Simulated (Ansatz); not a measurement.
## Electronic structure of Ge$_{10}$H$_{14}$ (triplet) in real space

```tsv
atom	x (Å)	y (Å)	z (Å)
Ge	0.0065	-2.8584	0.3151
Ge	-0.0012	-0.0050	-2.4696
Ge	-2.8589	0.0035	0.3105
Ge	0.0008	0.0062	3.0462
Ge	-0.0059	2.8595	0.3040
Ge	2.8589	-0.0022	0.3088
Ge	-1.4183	-1.4217	-1.0633
Ge	1.4562	-1.4507	1.7137
Ge	1.4173	1.4171	-1.0700
Ge	-1.4553	1.4576	1.7087
H	0.8752	-3.7611	-0.6155
H	-0.8617	-3.7834	1.2160
H	0.8889	-0.8962	-3.3851
H	-0.8918	0.8826	-3.3879
H	-3.7837	-0.8645	1.2119
H	-3.7618	0.8691	-0.6226
H	-0.8743	3.7602	-0.6287
H	0.8638	3.7863	1.2016
H	3.7620	-0.8713	-0.6209
H	3.7834	0.8700	1.2063
H	-2.3127	-2.3187	-1.9764
H	2.3415	-2.3328	2.6463
H	2.3111	2.3103	-1.9873
H	-2.3400	2.3436	2.6382
```

Geometry: PBE-D4/def2-SVP.

These are results of Ansatz, UKS PBE0-D4/def2-TZVP, not measurements.

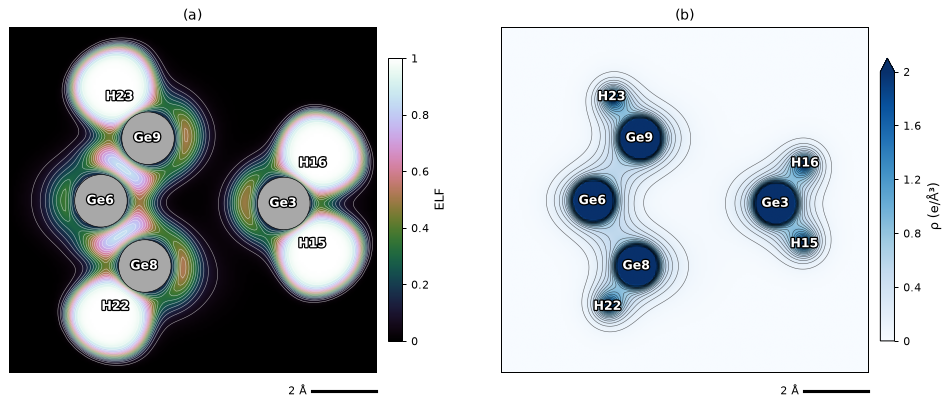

Figure 1. (a) ELF; (b) electron density on the plane of atoms Ge8, Ge6 and Ge9. Grey discs cover the atomic cores in the ELF map.

> Read the bonding off the picture.

- The plane passes through Ge and H nuclei.
- Ge–Ge (2.46 Å): ρ at the midpoint is about 0.54 e/Å³; the ELF peaks at about 0.85 between the atoms: a shared electron pair.
- Ge–H (1.56 Å): the density is about 1 e/Å³ at the midpoint; the ELF climbs to about 1 towards the hydrogen.

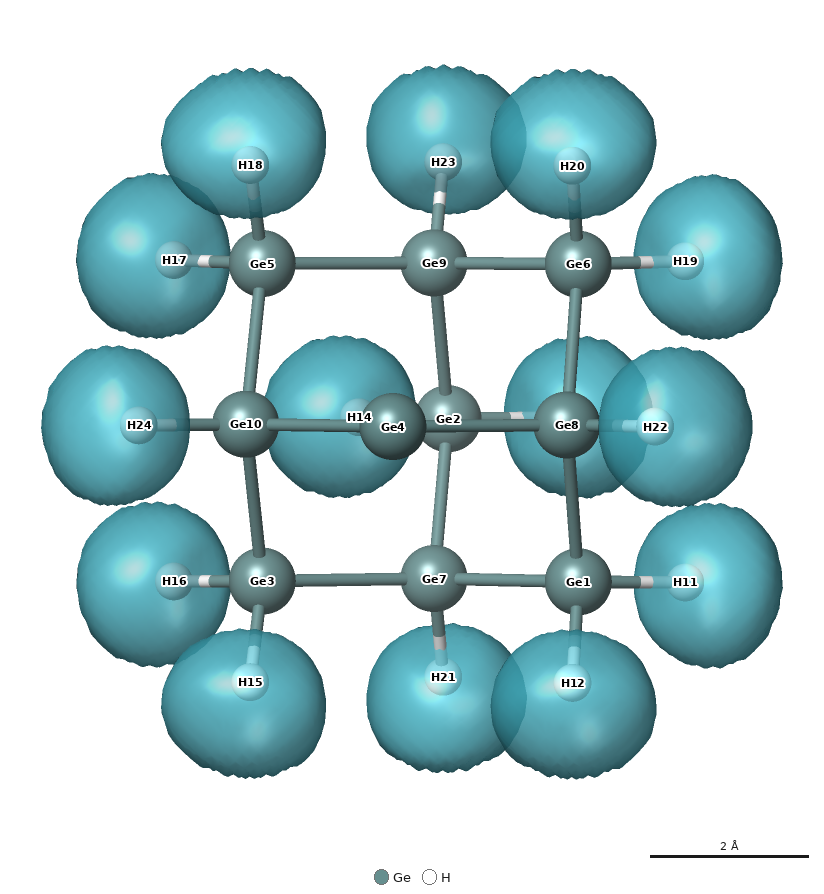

Figure 2. Isosurface of the electron localisation function at 0.9 (cyan), seen across its widest extent. Only the valence region is drawn (cores and ρ < 0.01 e/Å³ removed).

> What do the ELF domains correspond to?

The surface consists of 14 regions around hydrogen nuclei. Profiles from the grid: Ge–Ge (2.45 Å): the ELF peaks at about 0.85 between the atoms (localised, covalent bonding).

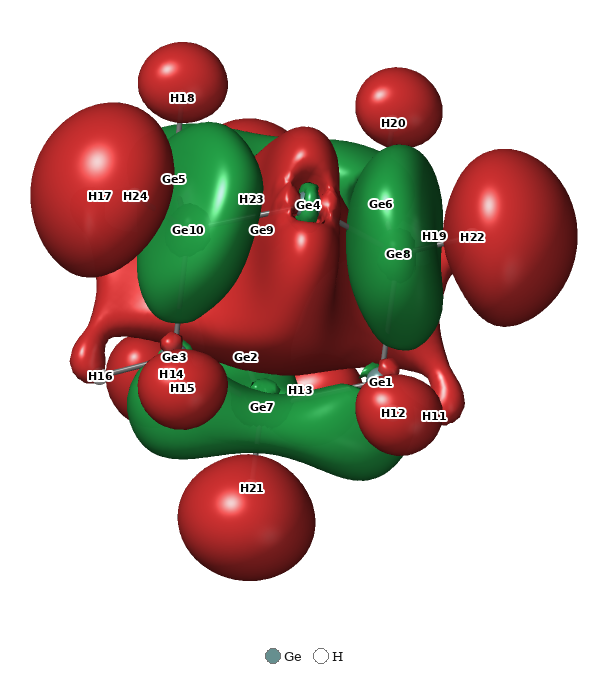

Figure 3. The LUMO (α) at ±0.03 Å⁻³ᐟ² (green and red are the two phases), seen at an oblique angle.

> Where does this orbital lie, and at what energy?

Its weight (Hirshfeld) is mainly on Ge8 (about 15 %), Ge10 (about 15 %), Ge4 (about 10 %), Ge7 (about 10 %), Ge9 (about 10 %), H24 (about 5 %) and H22 (about 5 %). Its energy is −0.95 eV.
